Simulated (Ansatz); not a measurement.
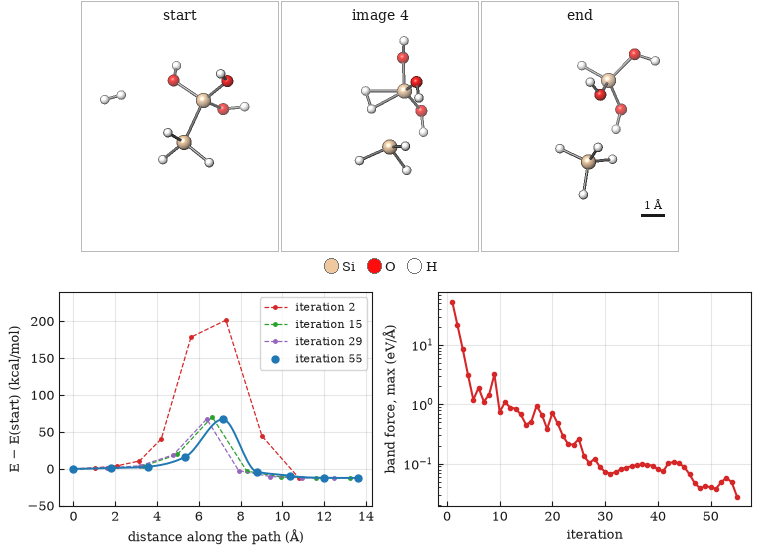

A search for the minimum-energy path of Si₂H₈O₃, made up of Si$_{2}$H$_{6}$O$_{3}$ and H2 by the nudged elastic band. Images are numbered from 0 (start) to 8 (end). The plot follows the band through its iterations. A ball-and-stick model, seen at a tilt.

The calculation used RKS CAM-B3LYP/def2-SVP in Ansatz 0.2.0. Settings: 7 movable images; climbing image; force threshold 0.03 eV/Å; iteration limit 60; starting path through a guess of the saddle point.

Did the band converge, and can the barrier be trusted?

Answer. The result is final at these settings. The band converged in 55 iterations. The largest component of the band force went from 54 to 0.028 eV/Å. The climbing image converged on the top of the path. Its vibrational analysis gives one imaginary mode (1144i cm⁻¹), as a transition state must have. The first iteration put the highest image at 763.1 kcal/mol. The highest point, image 4, lies 67.1 kcal/mol above the start and 79.4 kcal/mol above the end; the end is at −12.3 kcal/mol relative to the start.

Limits of the set-up: the start holds two separate molecules, 2.4 Å apart at their closest, whose relative position is a soft coordinate and is computed without a dispersion correction.

Cost: 20 min on 4 threads of Arm Neoverse N1, on a shared host, peak memory 0.38 GiB.
